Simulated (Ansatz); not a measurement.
# Calculations on Li₁₆Cu

## 1. Relaxation

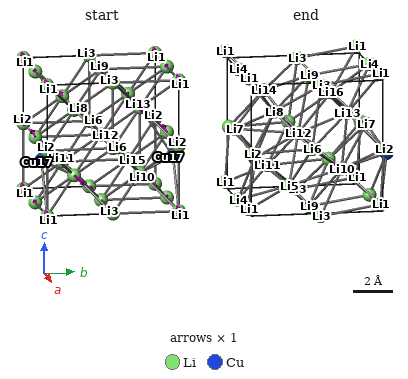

The structure of a defect cell of composition Li16Cu before (left) and after (right) a relaxation, at one scale. The purple arrows give the displacements, at their true length.

A ball-and-stick model of the cell of the calculation, reduced to other axes, seen slightly off an axis. Lengths and directions refer to the drawn axes.

It is an interstitial Cu in bcc Li. The run prepares an end point of a later path (interstitial hop) calculation, from a guessed geometry. The atoms of the start lie slightly off their symmetric places, so part of the fall in energy undoes that.

Computed with Ansatz 0.2.0, DFT PBEsol, scalar-relativistic, plane waves, PAW.

The input:
```yaml
crystal:
  lattice:
    - [6.98, 0.0, 0.0]
    - [0.0, 6.98, 0.0]
    - [0.0, 0.0, 6.98]
  atoms:
    - { symbol: Li, position: [0.0, 0.0, 0.0] }
    - { symbol: Li, position: [0.5, 0.0, 0.0] }
    - { symbol: Li, position: [0.0, 0.5, 0.0] }
    - { symbol: Li, position: [0.0, 0.0, 0.5] }
    - { symbol: Li, position: [0.25, 0.25, 0.25] }
    - { symbol: Li, position: [0.5, 0.5, 0.0] }
    - { symbol: Li, position: [0.5, 0.0, 0.5] }
    - { symbol: Li, position: [0.75, 0.25, 0.25] }
    - { symbol: Li, position: [0.0, 0.5, 0.5] }
    - { symbol: Li, position: [0.25, 0.75, 0.25] }
    - { symbol: Li, position: [0.25, 0.25, 0.75] }
    - { symbol: Li, position: [0.5, 0.5, 0.5] }
    - { symbol: Li, position: [0.75, 0.75, 0.25] }
    - { symbol: Li, position: [0.75, 0.25, 0.75] }
    - { symbol: Li, position: [0.25, 0.75, 0.75] }
    - { symbol: Li, position: [0.75, 0.75, 0.75] }
    - { symbol: Cu, position: [0.3724508, 0.0012558, 0.2507923] }
basis:
  ecutwfc: 420.0
kpoints:
  mp_grid: { grid: [4, 4, 4] }
hamiltonian:
  xc: pbesol
scf:
  occupations: { method: fermi_dirac, width: 0.05 }
  lower_state_search: "off"
relax:
  f_tol: 0.03
  max_steps: 60
  adjacent_minimum: "off"
```

Command:
```bash
ansatz run input.yaml --threads 4 --pin off --max-ram 10240MiB --backend cpu --events-out ev --progress --plain --runs-dir out
```

Describe what moved and what it gained.

Over 12 accepted moves (14 points after the start) the energy falls by 1.691 eV per cell of the calculation. Largest force component: 2.1 eV/Å at the start, 0.028 eV/Å at the end. The line search rejected the trial steps at points 7, 13 of the run. The forces were under the threshold at step 4, but the run went on from there. Li5 moves most: 0.79 Å roughly along [0 1 −1]. Largest moves by element: Li 0.79 Å, Cu 0.68 Å. The cell doesn't change. Among the contacts that change: Li5–Li7 3.022 → 4.290 Å, Li12–Cu17 3.992 → 2.995 Å, Li11–Cu17 3.986 → 3.204 Å, Li10–Cu17 1.951 → 2.544 Å. Among the angles between lasting bonds that change: Li5–Cu17–Li7 102.0° → 137.6°, Li5–Li12–Li14 109.5° → 135.8°, Li1–Cu17–Li13 133.5° → 107.2°.

Limits of the set-up: the periodic images lie only 7.0 Å apart, so the values are limited by the cell's size.

## 2. Relaxation

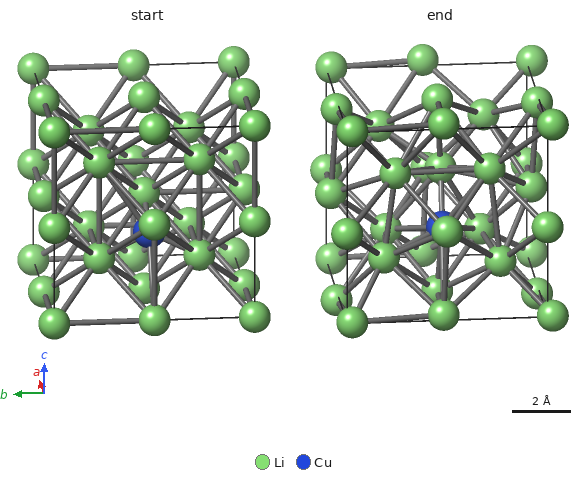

The structure of a defect cell of composition Li₁₆Cu before (left) and after (right) a relaxation, at one scale.

A ball-and-stick model of the cell of the calculation (origin shifted), seen from a free direction.

It is an interstitial Cu in bcc Li. The run prepares an end point of a later path (interstitial hop) calculation, from a guessed geometry.

All numbers below come from DFT PBEsol, scalar-relativistic, plane waves, PAW (Ansatz 0.2.0). (plane-wave cutoff 420 eV; k-point mesh 4 × 4 × 4; occupations fermi dirac; smearing width 0.05 eV; no spin polarisation; atoms relaxed in a fixed cell; force threshold 0.03 eV/Å; at most 60 steps)

### What changed between the two?

A Li atom moves most: 0.97 Å along [3 −1 3]. By element the largest moves are Li 0.97 Å, Cu 0.72 Å. The lattice vectors keep their values. Among the contacts that change: Li–Li 3.022 → 4.096 Å, Li–Li 3.022 → 4.061 Å, Cu–Li 3.954 → 2.964 Å, Cu–Li 3.951 → 2.985 Å. Among the angles between lasting bonds that change: Li–Li–Li 109.5° → 139.4°, Li–Cu–Li 99.7° → 74.7°, Li–Cu–Li 150.3° → 128.5°. The energy falls by 1.723 eV per cell of the calculation in 11 accepted moves (13 points after the start). Largest force component: 2.4 eV/Å at the start, 0.021 eV/Å at the end. 2 steps only repeated the SCF at the same geometry. The forces were under the threshold at step 3, but the run went on from there. The run took 90 s on 4 threads of INTEL(R) XEON(R) PLATINUM 8581C CPU @ 2.10GHz (Emerald Rapids), on a shared host, peak memory 1.1 GiB.

Limits of the set-up: the periodic images lie only 7.0 Å apart, so the values are limited by the cell's size.

## 3. Path

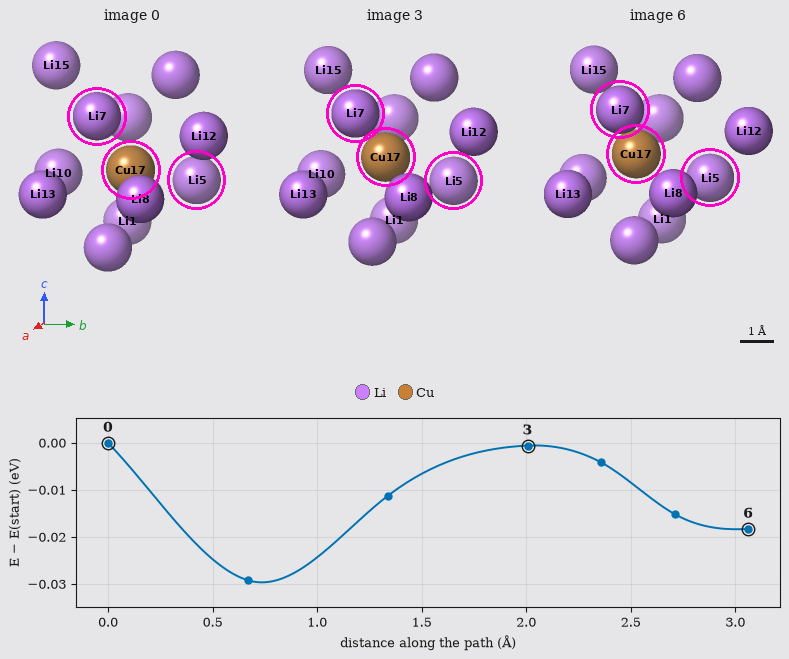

NEB run on Li with an interstitial Cu (17 atoms in the cell). Images are numbered from 0 (start) to 6 (end). A spheres-only model of the atoms within 4.0 Å of the middle of the path, seen slightly off an axis. The atoms that move most are ringed.

These are results of DFT PBEsol, scalar-relativistic, plane waves, PAW in Ansatz 0.2.0, not measurements.

The input:
```yaml
crystal:
  lattice:
    - [6.98, 0.0, 0.0]
    - [0.0, 6.98, 0.0]
    - [0.0, 0.0, 6.98]
  atoms:
    - { symbol: Li, position: [0.04851284, -0.01273826, 0.01947549] }
    - { symbol: Li, position: [0.47931356, 0.00652833, -0.02608681] }
    - { symbol: Li, position: [-0.01879083, 0.52857141, -0.00866992] }
    - { symbol: Li, position: [0.02643996, -0.01552449, 0.47444423] }
    - { symbol: Li, position: [0.1713943, 0.32894724, 0.23455478] }
    - { symbol: Li, position: [0.49559471, 0.46154919, -0.00859844] }
    - { symbol: Li, position: [0.55103936, -0.02460258, 0.56413303] }
    - { symbol: Li, position: [0.73982294, 0.2157939, 0.23851036] }
    - { symbol: Li, position: [-0.04766954, 0.52802562, 0.49397049] }
    - { symbol: Li, position: [0.2809003, 0.73511371, 0.26078586] }
    - { symbol: Li, position: [0.23297369, 0.24956995, 0.70586366] }
    - { symbol: Li, position: [0.51439459, 0.44538499, 0.49022454] }
    - { symbol: Li, position: [0.71135417, 0.77179277, 0.23622179] }
    - { symbol: Li, position: [0.79367145, 0.23422548, 0.76708563] }
    - { symbol: Li, position: [0.25844096, 0.71990703, 0.73079913] }
    - { symbol: Li, position: [0.75615267, 0.74520602, 0.77454463] }
    - { symbol: Cu, position: [0.37890567, 0.0835055, 0.30353387] }
basis:
  ecutwfc: 420.0
kpoints:
  mp_grid: { grid: [4, 4, 4] }
hamiltonian:
  xc: pbesol
scf:
  occupations: { method: fermi_dirac, width: 0.05 }
  lower_state_search: "off"
neb:
  images: 5
  f_tol: 0.05
  initial_path: idpp
  max_iterations: 80
  optimiser: fire
  spring: 10.0
  final_atoms:
    - { symbol: Li, position: [0.01597254, 0.01783986, 0.02349896] }
    - { symbol: Li, position: [0.45885924, 0.00336919, 0.0021208] }
    - { symbol: Li, position: [-0.00162098, 0.47488772, 0.00598765] }
    - { symbol: Li, position: [-0.00497204, 0.0018284, 0.46520312] }
    - { symbol: Li, position: [0.2479237, 0.29114042, 0.25517134] }
    - { symbol: Li, position: [0.47721859, 0.50332301, -0.03669484] }
    - { symbol: Li, position: [0.59222303, -0.02729911, 0.59960185] }
    - { symbol: Li, position: [0.68745836, 0.23447709, 0.25684271] }
    - { symbol: Li, position: [-0.04285901, 0.50525291, 0.48371984] }
    - { symbol: Li, position: [0.22141756, 0.71263505, 0.22657007] }
    - { symbol: Li, position: [0.24884199, 0.23397318, 0.69397955] }
    - { symbol: Li, position: [0.50697751, 0.5286476, 0.51434352] }
    - { symbol: Li, position: [0.70077755, 0.765355, 0.23648594] }
    - { symbol: Li, position: [0.76505428, 0.26317365, 0.77046987] }
    - { symbol: Li, position: [0.22969138, 0.76567449, 0.70889163] }
    - { symbol: Li, position: [0.79497951, 0.73727549, 0.80241371] }
    - { symbol: Cu, position: [0.35982245, -0.01211892, 0.36727824] }
  order_check: true
```

Command:
```bash
ansatz run input.yaml --threads 4 --pin off --max-ram 10240MiB --backend cpu --events-out ev --progress --plain --runs-dir out
```

Question: What happens along the path, and what is the barrier?

Answer: The Cu atom travels furthest, 0.81 Å from end to end, roughly along [−1 −3 2], on a path that bends up to 0.28 Å away from the straight line. It doesn't move alone: Li (0.61 Å), Li (0.41 Å), Li (0.50 Å), Li (0.61 Å) move with it. Relative to the start the highest point is image 0 at 0.000 eV and the end lies at −0.018 eV, but the profile dips to −0.029 eV at image 1 on the way, so there is an intermediate minimum on the way. The band converged in 22 iterations. The largest component of the band force went from 0.25 to 0.043 eV/Å.

Limits of the set-up: the periodic images lie only 7.0 Å apart, so the values are limited by the cell's size.

Cost: 19 min on 4 threads of INTEL(R) XEON(R) PLATINUM 8581C CPU @ 2.10GHz (Emerald Rapids), on a shared host, peak memory 3.8 GiB.
